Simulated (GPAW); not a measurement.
Band structure of BN (P6_3mc, 4 atoms in the cell).

```yaml
crystal:
  lattice:
    - [2.51640, 0.00000, 0.00000]
    - [-1.25820, 2.17926, 0.00000]
    - [0.00000, 0.00000, 4.16472]
  atoms:
    - { symbol: B, position: [0.66667, 0.33333, 0.99972] }
    - { symbol: B, position: [0.33333, 0.66667, 0.49972] }
    - { symbol: N, position: [0.66667, 0.33333, 0.62528] }
    - { symbol: N, position: [0.33333, 0.66667, 0.12528] }
```

Level of theory: PBE, GPAW PAW datasets PBE (gpaw-data 1.0.1) (plane waves; GPAW).

Settings: mode = pw; ecut = 900 eV; xc = PBE; kpts = 10 10 6; mesh shift (steps) = 0 0 0; occupations.name = fermi-dirac; occupations.width = 0 eV; nbands = -8; convergence.density = 1e-05 e/electron; convergence.bands = -6; symmetry.symmorphic = false; symmetry.tolerance = 0.0005; maxiter = 120; bandpath_npoints = 40.

The starting cell comes from a database of computed structures (which also holds hypothetical and non-ambient phases and stackings), without a prior relaxation at this level. Its lattice was rescaled by a random factor within 2.5 % of one.

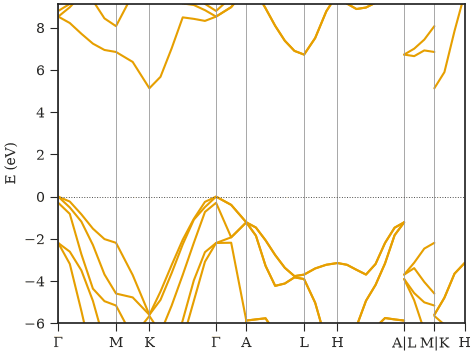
*Bands along the path, energies from the top of the valence band on the SCF mesh.*

Q: Read off roughly the gap and where its edges lie.

A: The gap along the path is about 5.1 eV (computed: 5.13 eV), from Γ to K; the smallest direct gap on it is 8.46 eV.

Levels in eV from the top of the valence band on the SCF mesh, bands 5 to 12:
```
point      5      6      7      8     9     10     11     12
-----  -----  -----  -----  -----  ----  -----  -----  -----
Γ      -2.20  -0.29   0.00   0.00  8.53   8.53   8.80   9.98
M      -7.11  -5.16  -4.59  -2.19  6.85   8.07  10.80  11.82
K      -7.36  -5.65  -5.60  -5.60  5.13  13.88  13.88  14.16
A      -1.22  -1.22  -1.22  -1.22  9.83   9.83  10.13  10.13
L      -3.90  -3.90  -3.69  -3.69  6.73   6.73  10.28  10.28
H      -8.03  -8.03  -3.15  -3.15  9.60   9.60  10.32  10.32
```
